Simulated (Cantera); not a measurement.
Charge: 1 mol Cr, 0.054 mol O2, 33 mol H2, equilibrated at 1.00 Torr.

Method: chemical equilibrium by Gibbs-energy minimisation in Cantera with the NASA 1993 tables (ideal gas, pure condensed phases). Candidate condensed phases: Cr, Cr2O3, H2O; 13 gas species. Mutual solubility and eutectic melting of coexisting phases are not modelled. Equilibrium is a limit: real reactors are often held back by kinetics, nucleation or transport.

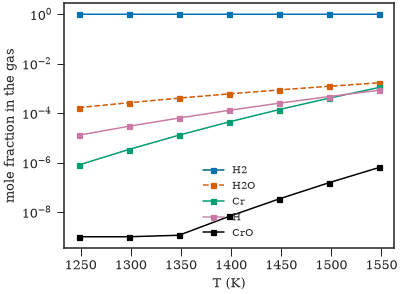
Fig. 1. Equilibrium gas composition (values under 1e-9 drawn at 1e-9)

From 1248 K to 1548 K the condensed part is Cr(s) + Cr2O3(s). The main Cr-bearing gas is Cr throughout.
